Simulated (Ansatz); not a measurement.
# Geometry relaxation, with input and output: BClF$_{2}$

BClF$_{2}$, computed with RKS PBE0-D4/def2-TZVP (Ansatz 0.2.0).

Figures and captions count atoms from 1; the log counts them from 0 in places.

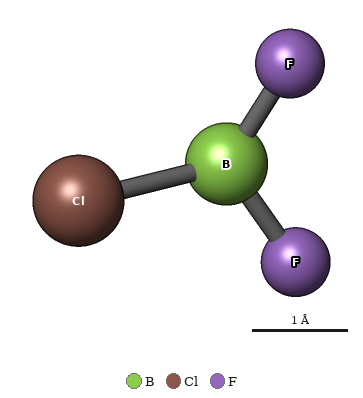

Figure 1. The input geometry (ball-and-stick view, seen at a tilt).

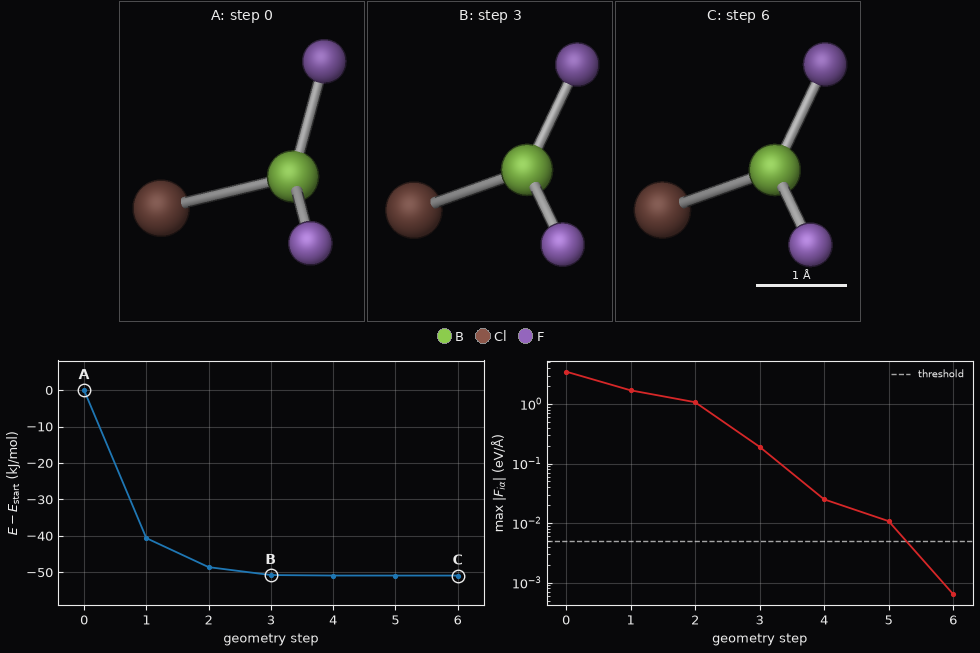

Figure 2. Frames of the relaxation (ball-and-stick view, seen at a tilt) above the curves, on which the letters mark them (the first geometry is step 0 here and step 1 in the log).

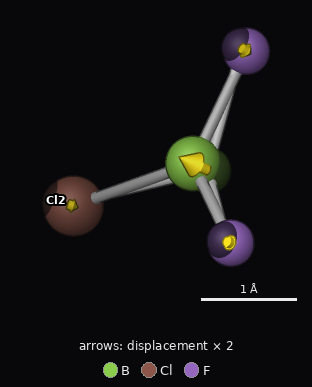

Figure 3. Start (faint) and end (solid) with the displacements as yellow arrows, magnified 2 times (ball-and-stick view, seen at a tilt). The two geometries are laid on each other by the best rigid fit. B1 moves most after the best rigid fit: 0.21 Å. Largest moves by element: B 0.21 Å, F 0.08 Å, Cl 0.06 Å. Among the contacts that change: B1–Cl2 1.813 → 1.740 Å, B1–F3 1.338 → 1.310 Å. Among the angles that change: Cl2–B1–F3 115.7° → 120.5°, Cl2–B1–F4 117.1° → 120.5°, F3–B1–F4 117.0° → 119.0°. After 6 geometry steps the energy has fallen by 50.9 kJ/mol. Largest force component: 3.5 eV/Å at the start, 0.00064 eV/Å at the end. (Atoms are counted from 1 in the order of the input.)

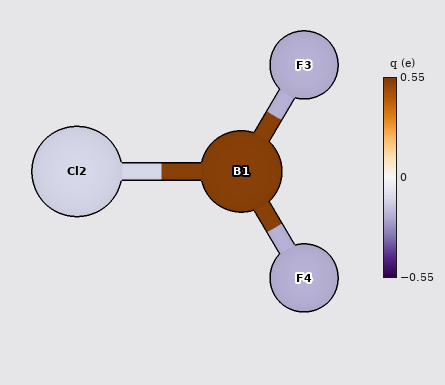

Figure 4. Mulliken charges, as the colour of each atom (ball-and-stick view, seen on its broad side; atoms are numbered from 1 in the order of the input). By element: B +0.53, Cl −0.11 and F −0.21 e.

The input and output of the run follow.

Input
```yaml
crystal:
  periodic: [false, false, false]
  atoms:
    - {symbol: B, position_ang: [-0.235331, -0.947982, -0.264749]}
    - {symbol: Cl, position_ang: [0.773553, -1.461789, -1.680805]}
    - {symbol: F, position_ang: [-1.522505, -0.697780, -0.530480]}
    - {symbol: F, position_ang: [0.042516, -1.510397, 0.916887]}
basis:
  gaussian: {orbitals: def2-TZVP}
hamiltonian: {xc: pbe0, dispersion: d4}
relax: {f_tol: 0.005, max_steps: 200}
```

Run as:
```bash
ansatz run in.yaml --threads 4 --pin off --events-out ev --progress --plain --max-ram 9574MiB
```

What the program printed
```
Functional definition: PBE0
  name "PBE0"
  cite "Adamo & Barone, J. Chem. Phys. 110, 6158 (1999) doi:10.1063/1.478522"
  cite "Perdew, Burke & Ernzerhof, Phys. Rev. Lett. 77, 3865 (1996) doi:10.1103/PhysRevLett.77.3865"
  parent pbe
  parameter a = 0.25
  parameter kappa = 0.804
  parameter beta = 0.06672455060314922
  exchange = (1 - a)*pbe_x(kappa = kappa, mu = beta*pi^2/3) + a*exact_x
  correlation = pbe_c(beta = beta)
749 factors; their error is unknown
mean field evaluation 1: about -18627.3574 eV, gradient 3.8e1 eV
mean field evaluation 2: about -18624.9787 eV, gradient 5.8e1 eV
mean field evaluation 4: about -18629.3529 eV, gradient 6.9e-1 eV
mean field evaluation 8: about -18629.4155 eV, gradient 1.6e-1 eV
mean field evaluation 16: about -18629.4155 eV, gradient 6.2e-5 eV
mean field -18629.41551811 eV, -684.6183928190 hartree, gradient 6.2e-5 eV, S^2 0.000000; 0 other end points of the search recorded, 0 dependent functions left out
the calculation of the forces begins
reference -18629.41554219 eV, -684.6183937041 hartree; 20, 20 occupied and 110, 110 virtual orbitals, 749 factors
relax step   1: F+E_penalty+E_count = -18629.46894754 eV  Δ(F+E_penalty+E_count) = +0.000e0 eV  max|allowed force component| = 3.495e0 eV/Å  Δτ_max = 0.0000 Å  (25 SCF iters, accepted)
these checks for a lower state are left out or cut short: starts, cluster_reference, orbital_swaps, neighbouring_geometries, increment
749 factors; their error is unknown
mean field -18629.83664696 eV, -684.6338690188 hartree, gradient 1.1e-5 eV, S^2 0.000000; 0 other end points of the search recorded, 0 dependent functions left out
the calculation of the forces begins
reference -18629.83667071 eV, -684.6338698919 hartree; 20, 20 occupied and 110, 110 virtual orbitals, 749 factors
relax step   2: F+E_penalty+E_count = -18629.88979521 eV  Δ(F+E_penalty+E_count) = -4.208e-1 eV  max|allowed force component| = 1.698e0 eV/Å  Δτ_max = 0.1973 Å  (32 SCF iters, accepted)
these checks for a lower state are left out or cut short: starts, cluster_reference, orbital_swaps, neighbouring_geometries, increment
749 factors; their error is unknown
mean field -18629.91878981 eV, -684.6368877129 hartree, gradient 1.6e-5 eV, S^2 0.000000; 0 other end points of the search recorded, 0 dependent functions left out
the calculation of the forces begins
reference -18629.91881378 eV, -684.6368885938 hartree; 20, 20 occupied and 110, 110 virtual orbitals, 749 factors
relax step   3: F+E_penalty+E_count = -18629.97229023 eV  Δ(F+E_penalty+E_count) = -8.250e-2 eV  max|allowed force component| = 1.072e0 eV/Å  Δτ_max = 0.0427 Å  (29 SCF iters, accepted)
these checks for a lower state are left out or cut short: starts, cluster_reference, orbital_swaps, neighbouring_geometries, increment
749 factors; their error is unknown
mean field evaluation 32: about -18629.8674 eV, gradient 2.2e0 eV
mean field -18629.94132403 eV, -684.6377158302 hartree, gradient 1.1e-5 eV, S^2 0.000000; 0 other end points of the search recorded, 0 dependent functions left out
the calculation of the forces begins
reference -18629.94134790 eV, -684.6377167074 hartree; 20, 20 occupied and 110, 110 virtual orbitals, 749 factors
relax step   4: F+E_penalty+E_count = -18629.99483698 eV  Δ(F+E_penalty+E_count) = -2.255e-2 eV  max|allowed force component| = 1.910e-1 eV/Å  Δτ_max = 0.0164 Å  (27 SCF iters, accepted)
these checks for a lower state are left out or cut short: starts, cluster_reference, orbital_swaps, neighbouring_geometries, increment
749 factors; their error is unknown
mean field -18629.94267582 eV, -684.6377655078 hartree, gradient 7.9e-6 eV, S^2 0.000000; 0 other end points of the search recorded, 0 dependent functions left out
the calculation of the forces begins
reference -18629.94269967 eV, -684.6377663843 hartree; 20, 20 occupied and 110, 110 virtual orbitals, 749 factors
relax step   5: F+E_penalty+E_count = -18629.99622490 eV  Δ(F+E_penalty+E_count) = -1.388e-3 eV  max|allowed force component| = 2.508e-2 eV/Å  Δτ_max = 0.0087 Å  (29 SCF iters, accepted)
these checks for a lower state are left out or cut short: starts, cluster_reference, orbital_swaps, neighbouring_geometries, increment
749 factors; their error is unknown
mean field -18629.94272645 eV, -684.6377673681 hartree, gradient 8.3e-6 eV, S^2 0.000000; 0 other end points of the search recorded, 0 dependent functions left out
the calculation of the forces begins
reference -18629.94275030 eV, -684.6377682446 hartree; 20, 20 occupied and 110, 110 virtual orbitals, 749 factors
relax step   6: F+E_penalty+E_count = -18629.99627345 eV  Δ(F+E_penalty+E_count) = -4.855e-5 eV  max|allowed force component| = 1.079e-2 eV/Å  Δτ_max = 0.0018 Å  (30 SCF iters, accepted)
these checks for a lower state are left out or cut short: starts, cluster_reference, orbital_swaps, neighbouring_geometries, increment
749 factors; their error is unknown
mean field -18629.94273033 eV, -684.6377675108 hartree, gradient 3.3e-5 eV, S^2 0.000000; 0 other end points of the search recorded, 0 dependent functions left out
the calculation of the forces begins
reference -18629.94275418 eV, -684.6377683873 hartree; 20, 20 occupied and 110, 110 virtual orbitals, 749 factors
relax step   7: F+E_penalty+E_count = -18629.99627673 eV  Δ(F+E_penalty+E_count) = -3.281e-6 eV  max|allowed force component| = 6.428e-4 eV/Å  Δτ_max = 0.0003 Å  (19 SCF iters, accepted)
749 factors; their error is unknown
mean field evaluation 64: about -18629.8803 eV, gradient 1.1e-1 eV
mean field -18629.94273033 eV, -684.6377675108 hartree, gradient 3.3e-5 eV, S^2 0.000000; 1 other end points of the search recorded, 0 dependent functions left out
the calculation of the forces begins
reference -18629.94275418 eV, -684.6377683873 hartree; 20, 20 occupied and 110, 110 virtual orbitals, 749 factors
Total energy: -18629.99630059 eV, -684.6397361815 hartree
Atom 0 at    -0.299194    -1.138653    -0.310980 Å, force    -0.000265     0.000024    -0.000643 eV/Å
Atom 1 at     0.782146    -1.407133    -1.647137 Å, force     0.000106    -0.000026     0.000228 eV/Å
Atom 2 at    -1.491303    -0.633107    -0.511942 Å, force     0.000036     0.000013     0.000254 eV/Å
Atom 3 at     0.066584    -1.439056     0.910912 Å, force     0.000123    -0.000011     0.000161 eV/Å
Dipole moment:     0.035884    -0.008905    -0.044299 e Å
```

Trajectory as extended XYZ (Å, eV, eV/Å), 7 frames, from step=1 to step=7
```
4
Properties=species:S:1:pos:R:3:forces:R:3 step=1 energy=-18629.46895
B    -0.2353   -0.9480   -0.2647   -1.1686  -3.4948  -0.8125
Cl    0.7736   -1.4618   -1.6808   -0.3382   1.1134   1.1131
F    -1.5225   -0.6978   -0.5305    1.3569   0.8664   0.4753
F     0.0425   -1.5104    0.9169    0.1500   1.5150  -0.7758
4
Properties=species:S:1:pos:R:3:forces:R:3 step=2 energy=-18629.88979
B    -0.2918   -1.1316   -0.3100   -0.4906  -0.0483   0.4265
Cl    0.8117   -1.4167   -1.6922   -0.8333   0.2465   1.1154
F    -1.5231   -0.6243   -0.5073    1.6333  -0.6066   0.1558
F     0.0614   -1.4453    0.9504   -0.3094   0.4084  -1.6978
4
Properties=species:S:1:pos:R:3:forces:R:3 step=3 energy=-18629.97229
B    -0.3085   -1.1336   -0.2956    0.8363  -0.2531  -1.0717
Cl    0.7919   -1.4100   -1.6633   -0.4276   0.1168   0.5698
F    -1.4853   -0.6370   -0.5087   -0.6097   0.2746  -0.0937
F     0.0601   -1.4373    0.9085    0.2010  -0.1383   0.5957
4
Properties=species:S:1:pos:R:3:forces:R:3 step=4 energy=-18629.99484
B    -0.3005   -1.1384   -0.3091    0.1527  -0.0392  -0.1819
Cl    0.7867   -1.4082   -1.6535   -0.1500   0.0366   0.1910
F    -1.4911   -0.6336   -0.5085   -0.0561   0.0287  -0.0474
F     0.0631   -1.4378    0.9119    0.0534  -0.0261   0.0383
4
Properties=species:S:1:pos:R:3:forces:R:3 step=5 energy=-18629.99622
B    -0.2996   -1.1385   -0.3102    0.0047  -0.0012  -0.0127
Cl    0.7815   -1.4070   -1.6466    0.0041  -0.0011  -0.0025
F    -1.4916   -0.6328   -0.5135    0.0140  -0.0085   0.0251
F     0.0680   -1.4397    0.9112   -0.0229   0.0108  -0.0099
4
Properties=species:S:1:pos:R:3:forces:R:3 step=6 energy=-18629.99627
B    -0.2990   -1.1387   -0.3112   -0.0094   0.0029   0.0108
Cl    0.7820   -1.4071   -1.6471    0.0060  -0.0017  -0.0067
F    -1.4912   -0.6331   -0.5118    0.0007  -0.0002  -0.0025
F     0.0664   -1.4390    0.9109    0.0027  -0.0011  -0.0016
4
Properties=species:S:1:pos:R:3:forces:R:3 step=7 energy=-18629.99628
B    -0.2992   -1.1387   -0.3110   -0.0003   0.0000  -0.0006
Cl    0.7821   -1.4071   -1.6471    0.0001   0.0000   0.0002
F    -1.4913   -0.6331   -0.5119    0.0000   0.0000   0.0003
F     0.0666   -1.4391    0.9109    0.0001   0.0000   0.0002
```

Key numbers

- outcome: converged
- total energy: −18629.9963 eV
- mean-field energy: −18629.9428 eV
- dispersion energy: −0.0535 eV
- SCF solution under orbital rotations: stable
- largest force (length of the vector) at the end: 0.001 eV/Å
- dipole moment: 0.28 D
- hardware: 4 threads of Arm Neoverse V1, 23 GiB of memory available, shared host
- wall time: 6.5 s (CPU time 23 s)
- peak memory: 0.46 GiB
